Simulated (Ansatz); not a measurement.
**Geometry relaxation of C2H5NOSi (part 2 of 2)**

Continued. System: C2H5NOSi, SMILES O=CN=C[SiH3]. Method: RKS r2SCAN-D4/def2-SVP (Ansatz 0.2.0). It belongs to a series of runs on one base structure; here: end point B relaxed.

Geometry of the input (Å):
```
O  -1.1861  0.6592  1.4019
C  -0.9506  1.5443  0.5477
N  -0.4304  1.3250  -0.7028
C  0.2896  0.2257  -0.9792
Si 1.2872  -0.2364  -2.4865
H  -1.1527  2.6287  0.7495
H  0.4540  -0.4510  -0.1536
H  1.7786  -1.6333  -2.3003
H  2.4347  0.6555  -2.7882
H  0.3978  -0.2848  -3.7250
```

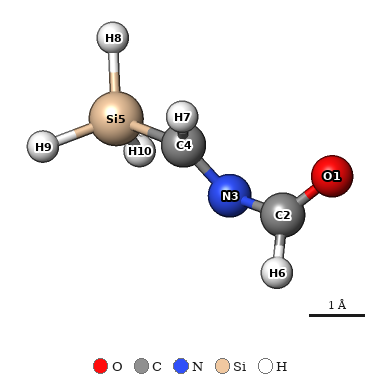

The geometry at step 14 of the log (ball-and-stick view, seen at a tilt; atoms are numbered from 1 in the order of the input).

Trajectory as extended XYZ, continued
```
10
Properties=species:S:1:pos:R:3:forces:R:3 step=6 energy=-13558.09224 accepted=F
O    -1.6333    0.6267    1.0723    0.1487   0.0975  -0.2584
C    -1.0247    1.4575    0.4386    0.2711   0.3074   0.0363
N    -0.3226    1.2040   -0.7549   -0.6042  -0.4071   0.3312
C     0.5288    0.2508   -0.8070    0.5286   0.0971   0.3562
Si    1.2392   -0.2670   -2.4865    0.0006   0.0520  -0.1479
H    -1.0076    2.5452    0.7065   -0.0725  -0.0699  -0.0331
H     0.8910   -0.2155    0.1484   -0.2517  -0.0680  -0.2757
H     1.6929   -1.6880   -2.4570   -0.0341  -0.0034   0.0622
H     2.4147    0.5929   -2.8237   -0.0357   0.0085   0.0286
H     0.1437   -0.0735   -3.4730    0.0493  -0.0142  -0.0995
10
Properties=species:S:1:pos:R:3:forces:R:3 step=7 energy=-13558.12393
O    -1.5594    0.6898    1.1828   -0.1414  -0.2279   0.1417
C    -1.0076    1.4777    0.4598    0.1479   0.0364  -0.2051
N    -0.3867    1.1441   -0.7565    0.0388   0.0279   0.1836
C     0.4971    0.2191   -0.8168   -0.1031  -0.0005  -0.1347
Si    1.2368   -0.2560   -2.4987   -0.0382  -0.0104  -0.0492
H    -1.0080    2.5774    0.6499    0.0603   0.0668  -0.0597
H     0.8356   -0.3090    0.1015   -0.0112   0.1079   0.1416
H     1.7194   -1.6667   -2.4385   -0.0021  -0.0047  -0.0117
H     2.3979    0.6416   -2.7689    0.0196   0.0067  -0.0038
H     0.1971   -0.0850   -3.5510    0.0294  -0.0022  -0.0028
10
Properties=species:S:1:pos:R:3:forces:R:3 step=8 energy=-13558.12992
O    -1.5993    0.6787    1.1632   -0.0090  -0.0678   0.0139
C    -1.0170    1.4660    0.4585    0.0211   0.0732  -0.0603
N    -0.3870    1.1354   -0.7471   -0.0924  -0.0718   0.1391
C     0.5095    0.2253   -0.8096    0.1168   0.0174  -0.0138
Si    1.2295   -0.2585   -2.4998    0.0258  -0.0314  -0.0309
H    -1.0026    2.5666    0.6536    0.0362   0.0146  -0.0180
H     0.8932   -0.2532    0.1242   -0.0922   0.0551  -0.0612
H     1.6901   -1.6775   -2.4520   -0.0097   0.0013   0.0029
H     2.4085    0.6169   -2.7728    0.0047   0.0019   0.0104
H     0.1972   -0.0665   -3.5546   -0.0014   0.0076   0.0179
10
Properties=species:S:1:pos:R:3:forces:R:3 step=9 energy=-13558.13350
O    -1.6283    0.6827    1.1730   -0.0065  -0.0081   0.0152
C    -1.0354    1.4522    0.4563    0.0014  -0.0267  -0.0062
N    -0.4132    1.0929   -0.7400   -0.0486   0.0442   0.0553
C     0.5315    0.2357   -0.8036    0.0790  -0.0572  -0.0349
Si    1.2325   -0.2590   -2.5013   -0.0097   0.0143   0.0445
H    -1.0033    2.5565    0.6319    0.0170   0.0012  -0.0169
H     0.9563   -0.1999    0.1323   -0.0415   0.0489  -0.0460
H     1.6494   -1.6894   -2.4713    0.0053  -0.0389   0.0119
H     2.4337    0.5829   -2.7730    0.0391   0.0162   0.0072
H     0.1989   -0.0215   -3.5407   -0.0356   0.0060  -0.0301
10
Properties=species:S:1:pos:R:3:forces:R:3 step=10 energy=-13558.13487
O    -1.6467    0.6789    1.1834    0.0263   0.0489  -0.0171
C    -1.0491    1.4387    0.4585   -0.0345  -0.0787   0.0598
N    -0.4363    1.0673   -0.7346    0.1593  -0.1065  -0.0317
C     0.5448    0.2479   -0.8070   -0.1220   0.1141  -0.0349
Si    1.2328   -0.2576   -2.5078   -0.0070   0.0161   0.1118
H    -1.0059    2.5448    0.6237   -0.0003   0.0018  -0.0059
H     1.0082   -0.1463    0.1272   -0.0191   0.0180  -0.0266
H     1.6102   -1.6997   -2.4719    0.0019  -0.0254  -0.0053
H     2.4622    0.5501   -2.7650    0.0086   0.0021  -0.0127
H     0.2019    0.0090   -3.5430   -0.0132   0.0097  -0.0375
10
Properties=species:S:1:pos:R:3:forces:R:3 step=11 energy=-13558.13583
O    -1.6447    0.6726    1.1937    0.0349   0.0565  -0.0327
C    -1.0534    1.4305    0.4618   -0.0275  -0.0661   0.0472
N    -0.4470    1.0576   -0.7343   -0.0343   0.0462  -0.0133
C     0.5466    0.2597   -0.8107   -0.0102  -0.0094  -0.1066
Si    1.2319   -0.2562   -2.5087    0.0212   0.0039   0.0745
H    -1.0088    2.5376    0.6214   -0.0134  -0.0001   0.0054
H     1.0212   -0.1179    0.1208    0.0476  -0.0284   0.0504
H     1.5891   -1.7052   -2.4658   -0.0056   0.0063  -0.0084
H     2.4765    0.5330   -2.7612   -0.0187  -0.0153  -0.0095
H     0.2108    0.0212   -3.5533    0.0059   0.0065  -0.0069
10
Properties=species:S:1:pos:R:3:forces:R:3 step=12 energy=-13558.13638
O    -1.6485    0.6684    1.2061    0.0474   0.0457  -0.0247
C    -1.0612    1.4221    0.4666   -0.0681  -0.0492   0.0369
N    -0.4616    1.0443   -0.7302    0.0669  -0.0129  -0.0397
C     0.5527    0.2718   -0.8129   -0.0404   0.0025  -0.0165
Si    1.2334   -0.2563   -2.5080    0.0177   0.0117   0.0034
H    -1.0227    2.5312    0.6159   -0.0020  -0.0019   0.0114
H     1.0509   -0.0845    0.1175    0.0129   0.0033  -0.0037
H     1.5599   -1.7140   -2.4679   -0.0106   0.0291   0.0050
H     2.4953    0.5059   -2.7647   -0.0303  -0.0251   0.0171
H     0.2239    0.0439   -3.5589    0.0064  -0.0034   0.0109
10
Properties=species:S:1:pos:R:3:forces:R:3 step=13 energy=-13558.13674
O    -1.6369    0.6624    1.2131    0.0008   0.0113  -0.0257
C    -1.0657    1.4197    0.4659    0.0516  -0.0226   0.0469
N    -0.4667    1.0452   -0.7334    0.0031  -0.0134  -0.0286
C     0.5503    0.2768   -0.8171   -0.0023   0.0149   0.0208
Si    1.2338   -0.2558   -2.5079   -0.0005   0.0017  -0.0270
H    -1.0299    2.5284    0.6180   -0.0256   0.0027  -0.0144
H     1.0564   -0.0723    0.1125   -0.0102   0.0019  -0.0071
H     1.5475   -1.7161   -2.4631   -0.0075   0.0270   0.0033
H     2.5027    0.4949   -2.7606   -0.0228  -0.0189   0.0174
H     0.2305    0.0499   -3.5638    0.0134  -0.0045   0.0145
10
Properties=species:S:1:pos:R:3:forces:R:3 step=14 energy=-13558.13681
O    -1.6190    0.6563    1.2167   -0.0496  -0.0439   0.0482
C    -1.0635    1.4180    0.4639    0.0575   0.0030   0.0176
N    -0.4714    1.0463   -0.7389    0.0545  -0.0258  -0.0761
C     0.5478    0.2793   -0.8187   -0.0111   0.0279   0.0449
Si    1.2348   -0.2558   -2.5074   -0.0106   0.0044  -0.0140
H    -1.0368    2.5259    0.6146   -0.0248   0.0411  -0.0105
H     1.0496   -0.0643    0.1161   -0.0030  -0.0039  -0.0389
H     1.5399   -1.7177   -2.4621   -0.0040   0.0245   0.0004
H     2.5078    0.4889   -2.7579   -0.0263  -0.0208   0.0190
H     0.2329    0.0562   -3.5628    0.0173  -0.0065   0.0095
10
Properties=species:S:1:pos:R:3:forces:R:3 step=15 energy=-13558.13762
O    -1.5894    0.6434    1.2308   -0.0057  -0.0565   0.0372
C    -1.0601    1.4139    0.4681   -0.0153   0.0664  -0.0430
N    -0.4741    1.0519   -0.7433   -0.0341   0.0030   0.0061
C     0.5464    0.2889   -0.8264    0.0661  -0.0070   0.0641
Si    1.2326   -0.2541   -2.5095   -0.0145  -0.0202  -0.0291
H    -1.0694    2.5241    0.6088    0.0068   0.0113  -0.0017
H     1.0571   -0.0500    0.1056   -0.0192  -0.0030  -0.0324
H     1.5141   -1.7199   -2.4536   -0.0026   0.0122  -0.0111
H     2.5212    0.4664   -2.7424   -0.0125  -0.0046  -0.0048
H     0.2436    0.0684   -3.5746    0.0310  -0.0016   0.0146
10
Properties=species:S:1:pos:R:3:forces:R:3 step=16 energy=-13558.13810
O    -1.5556    0.6330    1.2484    0.0233   0.0088  -0.0263
C    -1.0613    1.4114    0.4688   -0.0282   0.0272   0.0130
N    -0.4806    1.0529   -0.7475   -0.0187   0.0300   0.0200
C     0.5478    0.2997   -0.8293    0.0087  -0.0606   0.0663
Si    1.2314   -0.2543   -2.5088    0.0058  -0.0031  -0.0483
H    -1.0993    2.5234    0.5992    0.0021  -0.0319  -0.0073
H     1.0580   -0.0388    0.1032   -0.0064   0.0272  -0.0278
H     1.4915   -1.7237   -2.4536   -0.0061   0.0045  -0.0022
H     2.5319    0.4458   -2.7334    0.0015  -0.0005  -0.0080
H     0.2582    0.0837   -3.5833    0.0181  -0.0017   0.0207
10
Properties=species:S:1:pos:R:3:forces:R:3 step=17 energy=-13558.13841
O    -1.5367    0.6273    1.2572    0.0434   0.0575  -0.0607
C    -1.0617    1.4097    0.4686   -0.0507  -0.0112   0.0442
N    -0.4848    1.0521   -0.7502   -0.0018   0.0014   0.0216
C     0.5462    0.3011   -0.8292    0.0149  -0.0121   0.0470
Si    1.2318   -0.2550   -2.5078   -0.0018  -0.0045  -0.0468
H    -1.1161    2.5219    0.5923   -0.0006  -0.0391  -0.0020
H     1.0610   -0.0259    0.1045   -0.0111   0.0095  -0.0243
H     1.4769   -1.7270   -2.4569   -0.0028   0.0022   0.0001
H     2.5389    0.4334   -2.7301    0.0033  -0.0010   0.0038
H     0.2666    0.0954   -3.5848    0.0073  -0.0026   0.0170
10
Properties=species:S:1:pos:R:3:forces:R:3 step=18 energy=-13558.13860
O    -1.5299    0.6264    1.2600    0.0290   0.0553  -0.0492
C    -1.0628    1.4093    0.4673   -0.0295  -0.0300   0.0441
N    -0.4852    1.0500   -0.7505    0.0125  -0.0066   0.0098
C     0.5476    0.3008   -0.8279   -0.0023   0.0102   0.0107
Si    1.2323   -0.2552   -2.5082   -0.0062  -0.0024  -0.0109
H    -1.1238    2.5210    0.5869   -0.0055  -0.0257  -0.0012
H     1.0640   -0.0216    0.1057   -0.0030   0.0011  -0.0055
H     1.4706   -1.7282   -2.4605   -0.0001  -0.0006  -0.0016
H     2.5424    0.4287   -2.7275    0.0012  -0.0018   0.0000
H     0.2667    0.1018   -3.5817    0.0040   0.0005   0.0039
10
Properties=species:S:1:pos:R:3:forces:R:3 step=19 energy=-13558.13872
O    -1.5216    0.6252    1.2640    0.0178   0.0301  -0.0125
C    -1.0633    1.4086    0.4673   -0.0392  -0.0268   0.0100
N    -0.4842    1.0482   -0.7493    0.0336  -0.0097  -0.0016
C     0.5514    0.3023   -0.8253   -0.0178   0.0135  -0.0268
Si    1.2325   -0.2557   -2.5079   -0.0009   0.0038   0.0126
H    -1.1393    2.5196    0.5788    0.0047  -0.0074   0.0075
H     1.0695   -0.0157    0.1079    0.0082  -0.0023   0.0118
H     1.4606   -1.7305   -2.4660   -0.0014  -0.0015   0.0020
H     2.5474    0.4192   -2.7272    0.0005  -0.0017   0.0023
H     0.2691    0.1118   -3.5788   -0.0055   0.0020  -0.0052
10
Properties=species:S:1:pos:R:3:forces:R:3 step=20 energy=-13558.13879
O    -1.5126    0.6215    1.2677   -0.0029   0.0119  -0.0076
C    -1.0660    1.4065    0.4663    0.0160  -0.0041   0.0071
N    -0.4842    1.0478   -0.7499   -0.0106  -0.0029   0.0057
C     0.5539    0.3059   -0.8255   -0.0017   0.0086  -0.0362
Si    1.2322   -0.2554   -2.5082    0.0066   0.0018   0.0208
H    -1.1509    2.5171    0.5754   -0.0053  -0.0102   0.0000
H     1.0757   -0.0071    0.1072    0.0066  -0.0061   0.0188
H     1.4492   -1.7320   -2.4663   -0.0027   0.0001   0.0002
H     2.5531    0.4088   -2.7243   -0.0028  -0.0014  -0.0022
H     0.2717    0.1199   -3.5788   -0.0032   0.0023  -0.0066
10
Properties=species:S:1:pos:R:3:forces:R:3 step=21 energy=-13558.13884
O    -1.5091    0.6201    1.2695    0.0019   0.0117  -0.0096
C    -1.0660    1.4056    0.4667    0.0048  -0.0024   0.0045
N    -0.4848    1.0476   -0.7502   -0.0129   0.0026   0.0086
C     0.5546    0.3079   -0.8262    0.0037  -0.0001  -0.0197
Si    1.2325   -0.2549   -2.5081    0.0041  -0.0003   0.0095
H    -1.1556    2.5160    0.5743   -0.0011  -0.0114   0.0010
H     1.0773   -0.0044    0.1067    0.0033  -0.0007   0.0098
H     1.4441   -1.7324   -2.4650   -0.0010   0.0015  -0.0005
H     2.5555    0.4051   -2.7241   -0.0026  -0.0023  -0.0011
H     0.2737    0.1226   -3.5799   -0.0003   0.0014  -0.0027
10
Properties=species:S:1:pos:R:3:forces:R:3 step=22 energy=-13558.13887
O    -1.5037    0.6178    1.2727    0.0019   0.0024  -0.0039
C    -1.0667    1.4038    0.4672   -0.0002   0.0031  -0.0033
N    -0.4865    1.0467   -0.7505   -0.0124   0.0020   0.0083
C     0.5559    0.3111   -0.8271    0.0094  -0.0029   0.0014
Si    1.2327   -0.2545   -2.5078    0.0018  -0.0025  -0.0055
H    -1.1634    2.5137    0.5724    0.0024  -0.0058   0.0013
H     1.0813    0.0024    0.1060   -0.0023   0.0031  -0.0022
H     1.4354   -1.7333   -2.4643   -0.0005   0.0026  -0.0001
H     2.5597    0.3974   -2.7236   -0.0018  -0.0018   0.0018
H     0.2774    0.1281   -3.5814    0.0017  -0.0003   0.0022
```
